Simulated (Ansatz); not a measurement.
# Zr2CF2 monolayer: phonons and vibrational spectra, part 2 of 2

Wanted: phonon frequencies of Zr2CF2 monolayer and what follows from them.

Ansatz 0.2.0; DFT PBE, scalar-relativistic, plane waves, PAW; PAW set soft_1.

So far. Step 4 (Relaxing to small forces for the phonons): The largest force component left is 0.036 meV/Å, within the tolerances set.

## (5) Linear response at the zone centre

The zone centre comes first: it holds the modes that light can see, as far as symmetry allows. No field response is asked, since the mesh shows no gap.

File input.yaml:

```yaml
crystal:
  lattice:
    - [3.3044962338, 0.0, 0.0]
    - [-1.6522481169, 2.8617776852, 0.0]
    - [0.0, 0.0, 33.2]
  atoms:
    - { symbol: C, position: [0.0, 0.0, 0.3012048193] }
    - { symbol: Zr, position: [0.3333333333, 0.6666666667, 0.3382669392] }
    - { symbol: Zr, position: [0.6666666667, 0.3333333333, 0.2641426994] }
    - { symbol: F, position: [0.6666666667, 0.3333333333, 0.3783969159] }
    - { symbol: F, position: [0.3333333333, 0.6666666667, 0.2240127227] }
  periodic: [true, true, false]
kpoints:
  mp_grid: { grid: [12, 12, 1] }
hamiltonian:
  xc: pbe
  pseudopotentials: { kind: paw, azcp: { folder: soft_1 } }
scf:
  occupations: { method: methfessel_paxton, width: 0.2 }
output:
  eigenvalues: true
phonons:
  method: dfpt
```

Launch:

```sh
$ ansatz run input.yaml --threads 4 --pin off --max-ram 16384MiB --backend cpu --events-out ev --progress --plain --runs-dir out
```

Numbers of over 12 decimals in the logs are rounded to 6 here.

What it wrote:

```text
Warning: crystal.symmetry: narrowed to the stabiliser of the run's FFT grids — unitary ops 12 → 6. A phonons.method: dfpt run fills in the rows of the dynamical matrix that it does not solve by its symmetry operations, which is exact only for operations that map its FFT grids onto themselves: filled in by any other, the frequencies could depend on the order in which like atoms are typed, or, by more than the grids' own error, on where the crystal sits among the grids' points. Excluded: 6 operations. The run can therefore solve more perturbations, solve them on more k-points, or both, and cost more. [rest of the remark cut]
[...]
Crystal: 5 atoms, lattice volume = 313.964 Å³
Basis set: ecut = 420 eV, 6243 PW (Γ), exchange–correlation on 48×48×450 points (8 copies of the dense FFT grid, shifted against one another)
Bands: 26, of which v1, the nominal top of the filled ones, is band 21 counted from 1 (20 counted from 0)
Symmetry: 12 space group operations
k-points: 43 of 144 (irreducible under 2 space group operations, time reversal used)
[...]
SCF iter   1: F=—  HF=-10246.320757 eV  |F-HF|=—  |Δ(HF+E_count)|=         —  Δρ=5.85e-2  dr2=2.01e1  ethr=3.10e-3  ⟨swp⟩=10.0  Hψ=8062  notcnv=0
[...]
SCF iter  14: F=-10241.132521 eV  HF=-10241.132521 eV  |F-HF|=4.00e-11  |Δ(HF+E_count)|=  1.06e-10  S|Δr|=    0.00e0  Δρ=2.16e-8  dr2=9.13e-13  ethr=1.00e-12  ⟨swp⟩=35.7  Hψ=14382  notcnv=0
SCF 1 converged in 14 iterations: F = -10241.132521 eV  dr2 = 9.13e-13
[...]
DFPT response loops at Γ: preconditioner auto → none (partly filled bands, converged f_vac=0.770); β = 0.50; Broyden in place of MSR1
SCF converged after 14 iterations
[...]
Free energy (F): -10241.132521 eV
[...]
Internal energy: -10241.132490 eV  (E = F + TS)
E sigma→0 (E₀):  -10241.132513 eV
Entropy (-TS):   -0.000031 eV (-0.006 meV/atom)
Fermi energy:    -3.983666 eV
[...]
--- Band table (eV; the first three rows and the last of 43) ---
  k-point 0: bands = [... 17 lower, -8.2419, -7.0528, -7.0528, -3.8267, -3.8267, -3.5335, -2.1265, -1.7569 (-1.7569°), ... 6 higher]
  k-point 1: bands = [... 17 lower, -8.1729, -7.2395, -7.0690, -4.0714, -3.6812, -3.4746, -1.9717, -1.8478 (-1.8478°), ... 6 higher]
  k-point 2: bands = [... 17 lower, -8.0137, -7.6222, -7.0948, -4.6128, -3.2659, -3.2612, -1.9906, -1.9055, ... 6 higher]
  k-point 42: bands = [... 17 lower, -8.1629, -7.7977, -7.4132, -3.9916, -3.9459, -1.4403, -1.3545, -1.2240, ... 6 higher]
  ° read free of the cell's end (the report's vacuum.weakly_bound_levels)
--- Phonons (Γ-DFPT): 10 representative perturbations + reference, on 43 of 144 k-points (Σ response iterations 49) ---
  ASR residual: 5.463e-5 → 0.000e0 eV/Å²; symmetrization residual: 7.208e-6 eV/Å²
  The last average, over the group as it would stand without the narrowing to the FFT grids, took up to 2.015e-6 eV/Å² of the zone centre's force constants
  ASR residual per site (eV/Å²): 5.46e-5 6.82e-6 3.08e-6 2.71e-5 2.78e-5
  Γ frequencies (cm⁻¹): 0.00 0.00 0.00 161.67 161.67 214.75 214.75 227.99 227.99 233.12 393.74 408.21 582.16 625.75 625.75
  non-analytic LO–TO correction: not included (Born effective charges unavailable; polar crystals: no LO–TO splitting at Γ)
```

It took 1.9 min on 4 threads of Arm Neoverse V2, shared host; peak memory 1.6 GiB; 7.3 min of CPU time.

This step gave:

* sum-rule residual before enforcement: 5.46e-5 eV/Å²
* point group: -3m
* highest optical mode at the zone centre (no LO-TO term): 625.8 cm⁻¹
* lowest optical zone-centre mode: 161.7 cm⁻¹

Patterns of degenerate modes are one choice out of their space. The modes at Γ (shares of kinetic energy by element, %):

| mode | frequency (cm⁻¹) | symmetry | C % | Zr % | F % |
| --- | --- | --- | --- | --- | --- |
| 1 | 0.0 | acoustic | 5 | 78 | 16 |
| 2 | 0.0 | acoustic | 5 | 78 | 16 |
| 3 | 0.0 | acoustic | 5 | 78 | 16 |
| 4 | 161.7 | Eg | 0 | 78 | 22 |
| 5 | 161.7 | Eg | 0 | 78 | 22 |
| 6 | 214.8 | Eg | 0 | 22 | 78 |
| 7 | 214.8 | Eg | 0 | 22 | 78 |
| 8 | 228.0 | Eu | 0 | 16 | 84 |
| 9 | 228.0 | Eu | 0 | 16 | 84 |
| 10 | 233.1 | A1g | 0 | 67 | 33 |
| 11 | 393.7 | A2u | 3 | 14 | 83 |
| 12 | 408.2 | A1g | 0 | 33 | 67 |
| 13 | 582.2 | A2u | 92 | 8 | 1 |
| 14 | 625.8 | Eu | 94 | 6 | 0 |
| 15 | 625.8 | Eu | 94 | 6 | 0 |

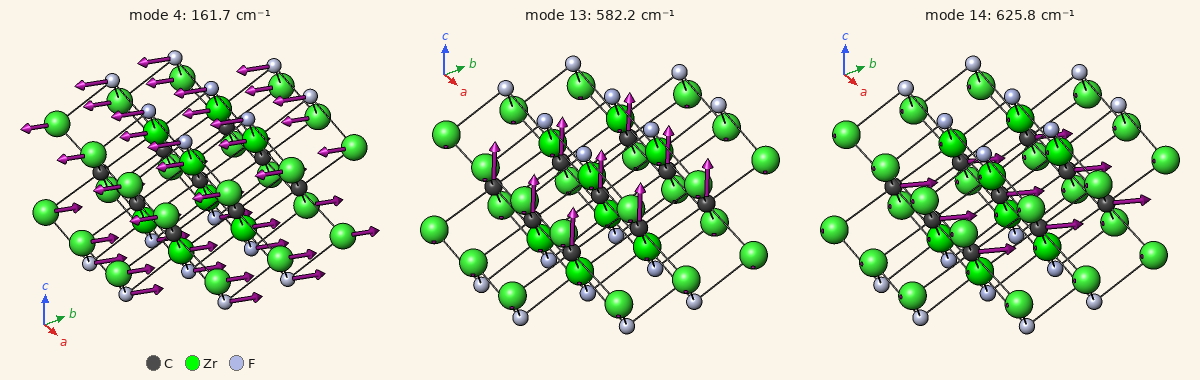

Displacement patterns of modes 4, 13 and 14 at Γ; arrows are exaggerated. 2×2×1 cells are drawn. Some periodic images of atoms are drawn too.

Before it was imposed, the acoustic sum rule was missed by 5.5e-5 eV/Å². Small misses are needed for a sound result but don't prove that mesh and cutoff are converged. The lowest optical mode is real, 162 cm⁻¹.

## (6) The dispersion

Stability and thermal properties need the whole zone. Linear response on a 6×6×1 q mesh gives force constants as far as a supercell of that size would.

Edit input.yaml of step 5 so:

```diff
@@ -23 +23,10 @@
   method: dfpt
+  qmesh: [6, 6, 1]
+  temperatures: { t_max: 1000, t_step: 50 }
+  qpath:
+    path:
+      - [0.0, 0.0, 0.0]
+      - [0.5, 0.0, 0.0]
+      - [0.33333333, 0.33333333, 0.0]
+      - [0.0, 0.0, 0.0]
+    npoints: 10
```

What it wrote:

```text
[...]
Crystal: 5 atoms, lattice volume = 313.964 Å³
Basis set: ecut = 420 eV, 6243 PW (Γ), exchange–correlation on 48×48×450 points (8 copies of the dense FFT grid, shifted against one another)
Bands: 26, of which v1, the nominal top of the filled ones, is band 21 counted from 1 (20 counted from 0)
Symmetry: 12 space group operations
k-points: 19 of 144 (irreducible under 6 space group operations, time reversal used)
[...]
SCF iter   1: F=—  HF=-10246.320901 eV  |F-HF|=—  |Δ(HF+E_count)|=         —  Δρ=5.85e-2  dr2=2.01e1  ethr=3.10e-3  ⟨swp⟩=10.0  Hψ=3548  notcnv=0
[...]
SCF iter  14: F=-10241.132521 eV  HF=-10241.132521 eV  |F-HF|=1.00e-10  |Δ(HF+E_count)|=  5.28e-11  S|Δr|=    0.00e0  Δρ=2.23e-8  dr2=9.08e-13  ethr=1.00e-12  ⟨swp⟩=40.4  Hψ=6577  notcnv=0
SCF 1 converged in 14 iterations: F = -10241.132521 eV  dr2 = 9.08e-13
[...]
phonons: the bands overlap, so this run is a metal and interpolates without the dipole-dipole term. If the crystal is really an insulator or semiconductor, its LO-TO splitting is missing
NSCF: frozen V_eff on 19 k-points
WARN: eigensolver did not converge (k=6): 1 band(s) unlocked after 3 eigensolves, warm-restarted (20 sweeps on the last) at ethr=1.03e-12 eV (storage-precision floor; scheduled 1.00e-12 eV) (lowest unlocked band 30, counted from 0; max residual 4.81e-6 eV among the unlocked bands, 4.81e-6 eV over every band; other slots of this pass that fall short are told together in one closing line; warning suppressed until the next SCF loop or pass starts)
[...]
DFPT response loops at q = (0, 0, 0) (fractional): preconditioner auto → none (partly filled bands, converged f_vac=0.770); β = 0.50; Broyden in place of MSR1
[...]
SCF converged after 14 iterations
[...]
Free energy (F): -10241.132521 eV
[...]
Internal energy: -10241.132490 eV  (E = F + TS)
E sigma→0 (E₀):  -10241.132513 eV
Entropy (-TS):   -0.000031 eV (-0.006 meV/atom)
Fermi energy:    -3.983666 eV
[...]
--- Band table (eV; the first three rows and the last of 19) ---
  k-point 0: bands = [... 17 lower, -8.2419, -7.0528, -7.0528, -3.8267, -3.8267, -3.5335, -2.1265, -1.7569 (-1.7569°), ... 6 higher]
  k-point 1: bands = [... 17 lower, -8.1729, -7.2395, -7.0690, -4.0714, -3.6812, -3.4746, -1.9717, -1.8478 (-1.8478°), ... 6 higher]
  k-point 2: bands = [... 17 lower, -8.0137, -7.6222, -7.0948, -4.6128, -3.2659, -3.2612, -1.9906, -1.9055, ... 6 higher]
  k-point 18: bands = [... 17 lower, -8.0642, -8.0642, -7.3423, -3.5733, -2.7957, -2.7957, -1.3745, -0.9268, ... 6 higher]
  ° read free of the cell's end (the report's vacuum.weakly_bound_levels)
--- Phonons (Γ-DFPT): 10 representative perturbations + reference (Σ response iterations 51) ---
  ASR residual: 3.896e-5 → 0.000e0 eV/Å²; symmetrization residual: 3.881e-6 eV/Å²
[...]
ASR residual per site (eV/Å²): 3.90e-5 1.07e-5 1.41e-5 3.02e-5 2.83e-5
[...]
--- Phonons (arbitrary-q DFPT): 7 irreducible q on the 6×6×1 mesh ---
  q = [0.0000, 0.0000, 0.0000] (star 1, of the zone-centre solve; hermiticity 3.34e-7, symmetrization 7.95e-14, taken by the last average 1.13e-7): -0.00 -0.00 0.00 161.67 161.67 214.75 214.75 227.99 227.99 233.12 393.74 408.21 582.16 625.75 625.75
  q = [0.0000, 0.1667, 0.0000] (star 6, 15 solved perturbations on 78 of 144 k-point pairs; hermiticity 2.71e-7, symmetrization 4.87e-11, taken by the last average 1.24e-7): 45.22 72.40 118.66 165.52 181.69 218.73 220.31 223.16 226.94 242.60 370.03 382.87 578.46 628.45 631.25
[...]
q = [0.1667, 0.1667, 0.0000] (star 6, 10 solved perturbations in 1110 linear systems a pass and spin channel, the states on 144 of 144 k-point pairs; hermiticity 2.53e-7, symmetrization 8.47e-11, taken by the last average 1.46e-7): 100.39 126.33 172.97 181.20 195.36 212.04 220.04 221.76 234.17 247.65 350.51 353.75 569.54 616.98 619.34
[...]
sum rule: each row above includes the acoustic sum rule's correction from the zone centre's row sums; it moved no ω² by more than (0.94 cm⁻¹)²
  mesh force constants: q→R imaginary residual 1.29e-18; ASR residual 3.896e-5 → 0.000e0 eV/Å²; symmetrization residual 1.421e-14 eV/Å²
  interpolated dispersion: 31 rows × 15 modes
  density of states and harmonic sums: on the 24×24×1 q-mesh, interpolated from the force constants of a 6×6×1 supercell (no non-analytic term)
  largest difference from the sums on the solved wave vectors: F 1.69e-2 eV, S 2.18e-5 and C_V 4.94e-6 eV/K
  zero-point energy: 0.272516 eV/cell   skipped modes (ω ≤ 0): 5, of them read as no rigid motion or as one in doubt: 2 (2.083e-2 modes/cell left out, lowest -5.79 cm⁻¹)   left out of the sums: 1.74e-3 of the cell's modes: C_V's classical limit lies that fraction below 3 k_B per atom; for a crystal, a wire or a layer, F and S can be off by more, and a phonons.interpolated_qmesh denser along its periods is the remedy for the sampling
```

Wall time 27 min (4 threads); peak memory 2.9 GiB.

Numbers from this step:

```yaml
sum_rule_residual_before_enforcement: 3.90e-5 eV/Å²
lowest_frequency_on_the_path: -6.053 cm⁻¹
highest_frequency_on_the_path_or_at_a_solved_wavevector: 631.2 cm⁻¹
lowest_mode_on_the_q_mesh_acoustic_modes_at_gamma_apart: 45.22 cm⁻¹
```

Frequencies (cm⁻¹) solved at each irreducible wavevector; negative means imaginary. Frequencies by wavevector, by row:

```
q in reciprocal lattice units  star  mode 1  mode 2  mode 3  mode 4  mode 13  mode 14  mode 15
                        0 0 0     1       0       0       0   161.7    582.2    625.8    625.8
                   0 0.1667 0     6    45.2    72.4   118.7   165.5    578.5    628.5    631.2
                   0 0.3333 0     6   126.8   137.3   173.7   184.9    567.1    611.7    624.9
                     0 -0.5 0     3    84.7   162.2     179   180.2    567.2      581    611.6
              0.1667 0.1667 0     6   100.4   126.3     173   181.2    569.5      617    619.3
              0.1667 0.3333 0    12   157.6   170.3   175.1   186.4    561.9    590.8    613.7
              0.3333 0.3333 0     2   141.9   179.3   179.3   182.4    557.9    588.7    588.7
```

Interpolated from a 6×6×1 q mesh. Phonon branches along the path, in cm⁻¹:

```
point  branch 1  branch 2  branch 3  branch 4  branch 12  branch 13  branch 14  branch 15
    Γ         0         0         0       162        408        582        626        626
    M        85       162       179       180        340        567        581        612
    K       142       179       179       182        323        558        589        589
    Γ         0         0         0       162        408        582        626        626
```

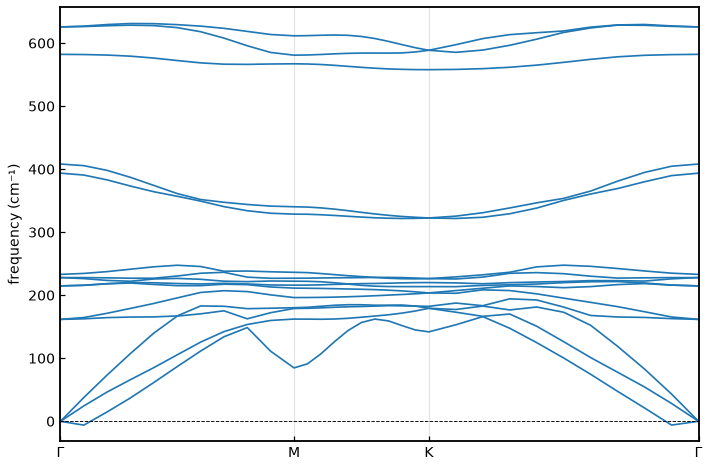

Phonon branches along the path.

The phonon density of states has structure finer than the step of the table below, so its rows give means over 25 cm⁻¹, whole bins alone (the curve runs from -7.5 to 632 cm⁻¹). Peaks (cm⁻¹: height): 182.5: 0.108, 217.5: 0.275, 327.5: 0.0558, 567.5: 0.0647, 627.5: 0.0819.

Tetrahedra on a 24×24×1 mesh, mean over bins of 5 cm-1. Interpolated from a 6×6×1 q mesh. The phonon density of states by wavenumber; means over each step:

| wavenumber (cm⁻¹) | phonon density of states (1/cm⁻¹/cell) |
| --- | --- |
| 25 | 0.00303 |
| 50 | 0.00525 |
| 75 | 0.00775 |
| 100 | 0.0115 |
| 125 | 0.0157 |
| 150 | 0.0328 |
| 175 | 0.0815 |
| 200 | 0.0586 |
| 225 | 0.157 |
| 250 | 0.0255 |
| 275 | 0 |
| 300 | 0 |
| 325 | 0.0316 |
| 350 | 0.0331 |
| 375 | 0.0114 |
| 400 | 0.00388 |
| 425 | 0 |
| 450 | 0 |
| 475 | 0 |
| 500 | 0 |
| 525 | 0 |
| 550 | 0.00980 |
| 575 | 0.0383 |
| 600 | 0.0266 |

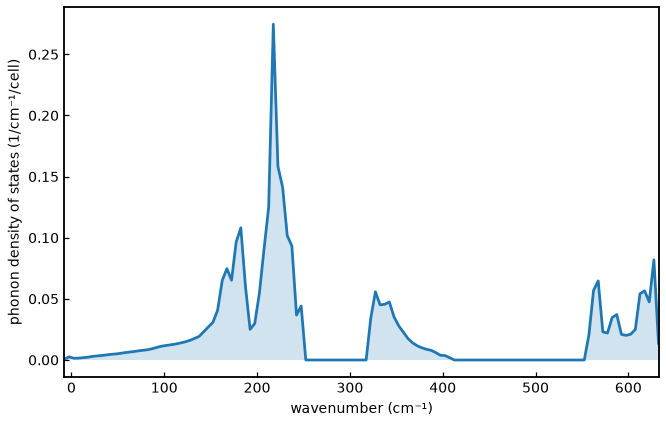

Phonon density of states, plotted against wavenumber.

The partial phonon density of states has structure finer than the step of the table below, so its rows give means over 50 cm⁻¹, whole bins alone (the curve runs from -16 to 660 cm⁻¹). Peaks (cm⁻¹: height): C 566.6: 0.0483, 621.9: 0.0535; F 217.9: 0.156, 328.5: 0.0399; Zr 179.6: 0.0779, 217.9: 0.0436.

Phonopy on the run's constants, 19x19x1 mesh, Gaussian sigma 4.8 cm-1. Interpolated from a 6×6×1 q mesh. Partial phonon density of states against wavenumber; means over each step; values in 1/cm⁻¹/cell:

```csv
wavenumber (cm⁻¹),C,F,Zr
50,2.7e-4,9.3e-4,0.00416
100,4.5e-4,0.00189,0.00902
150,6.3e-4,0.00566,0.0328
200,8.1e-4,0.0512,0.0472
250,1.2e-4,0.0273,0.0161
300,4.9e-6,0.00392,5.7e-4
350,9.6e-5,0.0254,0.00568
400,4.1e-5,0.00322,0.00107
450,0,0,0
500,0,0,0
550,0.0156,4.3e-5,6.8e-4
600,0.0334,1.2e-4,0.00123
```

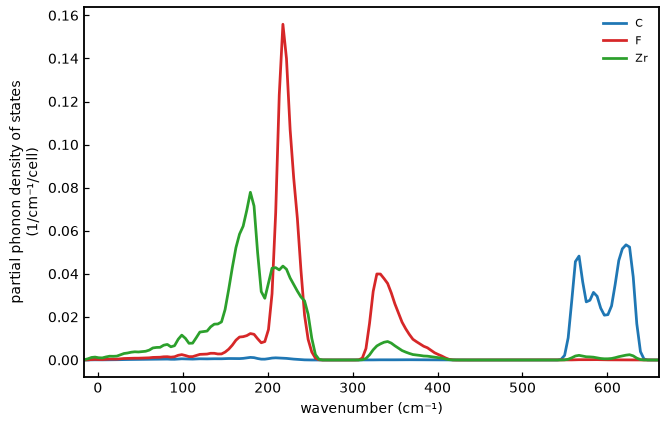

Partial phonon density of states against wavenumber.

Symmetry leaves 7 wavevectors to solve. The lowest mode among them, the acoustic zeros apart, lies at q = (0, 0.167, 0) and is real, 45.2 cm⁻¹. Between them the interpolated path dips to 6i cm⁻¹.

## (7) Isotope substitution, element C, natural mass 12.011 amu

An isotope changes the mass and not the force constants, so no new electronic calculation is needed; the shifts show which modes move this element.

The same force constants with the mass of C changed from 12.011 to 13.003 u (phonopy, no LO-TO term). Both lists are sorted by frequency; levels can cross, so a row need not hold one and the same mode. Modes under 3 cm⁻¹ are left out. Isotope shifts, by row, the first 40 of 57 rows:

```csv
q,rank,natural mass (cm⁻¹),changed mass (cm⁻¹)
0 0 0,4,161.7,161.7
0 0 0,5,161.7,161.7
0 0 0,6,214.8,214.8
0 0 0,7,214.8,214.8
0 0 0,8,228,227.9
0 0 0,9,228,227.9
0 0 0,10,233.1,233.1
0 0 0,11,393.7,393.2
0 0 0,12,408.2,408.2
0 0 0,13,582.2,561.5
0 0 0,14,625.8,602.8
0 0 0,15,625.8,602.8
0 0.1667 0,1,45.22,45.12
0 0.1667 0,2,72.4,72.26
0 0.1667 0,3,118.7,118.5
0 0.1667 0,4,165.5,165.5
0 0.1667 0,5,181.7,181.7
0 0.1667 0,6,218.7,218.7
0 0.1667 0,7,220.3,220.3
0 0.1667 0,8,223.2,223.1
0 0.1667 0,9,226.9,226.9
0 0.1667 0,10,242.6,242.6
0 0.1667 0,11,370,369.8
0 0.1667 0,12,382.9,382.8
0 0.1667 0,13,578.5,557.5
0 0.1667 0,14,628.5,605.3
0 0.1667 0,15,631.2,608
0 0.3333 0,1,126.8,126.6
0 0.3333 0,2,137.3,137.1
0 0.3333 0,3,173.7,173.7
0 0.3333 0,4,184.9,184.9
0 0.3333 0,5,206.9,206.8
0 0.3333 0,6,217.4,217.4
0 0.3333 0,7,217.6,217.6
0 0.3333 0,8,223.5,223.5
0 0.3333 0,9,237.1,237
0 0.3333 0,10,240.2,240.2
0 0.3333 0,11,343.3,343.2
0 0.3333 0,12,348.8,348.8
0 0.3333 0,13,567.1,546.2
```

A mode of this element alone would shift by -3.89 %. The highest zone-centre frequency without the field goes from 625.8 to 602.8 cm⁻¹ (-3.7 %). The product of the frequency ratios over all optical modes at Γ is 0.893; the product rule, (m/m′)^(3k/2) (M′/M)^(3/2) with k = 1 such atoms and M the mass of the cell, gives 0.893.

## (8) Another isotope, element Zr, natural mass 91.222 amu

The same for Zr, from 91.22 to 95.91 u.

The same force constants with the mass of Zr changed from 91.222 to 95.908 u (phonopy, no LO-TO term). Both lists are sorted by frequency; levels can cross, so a row need not hold one and the same mode. Modes under 3 cm⁻¹ are left out. Isotope shifts, by row, the first 40 of 57 rows:

```
         q  rank  natural mass (cm⁻¹)  changed mass (cm⁻¹)
     0 0 0     4                161.7                158.5
     0 0 0     5                161.7                158.5
     0 0 0     6                214.8                213.6
     0 0 0     7                214.8                213.6
     0 0 0     8                  228                227.1
     0 0 0     9                  228                227.1
     0 0 0    10                233.1                229.2
     0 0 0    11                393.7                392.4
     0 0 0    12                408.2                  405
     0 0 0    13                582.2                  581
     0 0 0    14                625.8                624.9
     0 0 0    15                625.8                624.9
0 0.1667 0     1                45.22                44.36
0 0.1667 0     2                 72.4                70.96
0 0.1667 0     3                118.7                116.3
0 0.1667 0     4                165.5                162.2
0 0.1667 0     5                181.7                178.3
0 0.1667 0     6                218.7                217.3
0 0.1667 0     7                220.3                219.5
0 0.1667 0     8                223.2                221.7
0 0.1667 0     9                226.9                225.8
0 0.1667 0    10                242.6                  239
0 0.1667 0    11                  370                368.5
0 0.1667 0    12                382.9                380.2
0 0.1667 0    13                578.5                577.6
0 0.1667 0    14                628.5                627.7
0 0.1667 0    15                631.2                630.5
0 0.3333 0     1                126.8                124.3
0 0.3333 0     2                137.3                134.3
0 0.3333 0     3                173.7                170.1
0 0.3333 0     4                184.9                  181
0 0.3333 0     5                206.9                203.3
0 0.3333 0     6                217.4                216.4
0 0.3333 0     7                217.6                217.3
0 0.3333 0     8                223.5                222.3
0 0.3333 0     9                237.1                234.8
0 0.3333 0    10                240.2                236.3
0 0.3333 0    11                343.3                  342
0 0.3333 0    12                348.8                  347
0 0.3333 0    13                567.1                566.4
```

A mode of this element alone would shift by -2.47 %. The highest zone-centre frequency without the field goes from 625.8 to 624.9 cm⁻¹ (-0.1 %). The product of the frequency ratios over all optical modes at Γ is 0.913; the product rule, (m/m′)^(3k/2) (M′/M)^(3/2) with k = 2 such atoms and M the mass of the cell, gives 0.913.

## (9) What came out

| Quantity | Value |
| --- | --- |
| space group after relaxation (within 0.01 Å) | P-3m1 |
| area per atom | 1.89 Å² |
| electronic character | no gap on this mesh |
| highest optical mode at the zone centre (no LO-TO term) | 626 cm⁻¹ |
| lowest optical zone-centre mode | 162 cm⁻¹ |
| lowest mode on the q mesh (acoustic modes at Γ apart) | 45.2 cm⁻¹ |
| highest frequency on the path or at a solved wavevector | 631 cm⁻¹ |
| imaginary modes on the 6×6×1 q mesh | none |

What this shows: No mode is imaginary at the 7 irreducible wavevectors solved, but between them the interpolated path dips to 6.1i cm⁻¹, so stability is not settled. The optical modes at Γ span 162 to 626 cm⁻¹. The highest mode in this list at Γ, 625.8 cm⁻¹, is mostly motion of C (94 % of the kinetic energy). With no gap, or one that is small against the smearing, the frequencies hang on the k mesh and the smearing, most of all near Kohn anomalies. In a sheet or slab the interpolated bending branch near Γ is rough, since the rotational sum rule isn't imposed. A phonon run warned that its eigensolver left some bands unconverged in a pass. The starting cell was built on a prototype and not taken from a measurement. These are harmonic frequencies at zero temperature: anharmonic shifts, linewidths and thermal expansion are left out.

[Logs are printed without paths, hosts, clocks, repeated set-up lines and the standing remarks that a program may print on its own settings, such as how far it seeks lower states.]

[Hosts, paths, dates, database ids (printed as entryN), source tags and the programs' standing remarks are cut or masked in the printed files.]
